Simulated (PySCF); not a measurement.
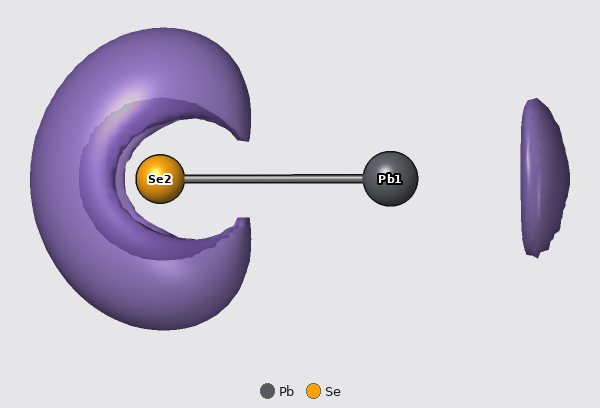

PbSe (charge +1, doublet). Isosurface of the electron localisation function at 0.75 (purple), seen from one side. Only the valence region is drawn (cores and ρ < 0.01 e/Å³ removed).

Core potentials replace the inner electrons of Pb.

Theory: PySCF, PBE0/cc-pVDZ(-PP), non-relativistic Hamiltonian with scalar-relativistic core potentials where named, at a bond length of 2.598 Å.

```xyz
2

Pb    0.0000    0.0000   -0.7212
Se    0.0000    0.0000    1.8768
```

> Describe the localisation domains.

The ELF exceeds this value in one ring or bowl of non-bonding electrons around Se and one lobe on Pb, pointing away from the bonds (non-bonding electrons). Profiles from the grid: Pb–Se (2.60 Å): the ELF peaks at about 0.75 in the valence shell of Se, 1.0 Å from its nucleus, and drops to about 0.25 between the two atoms.
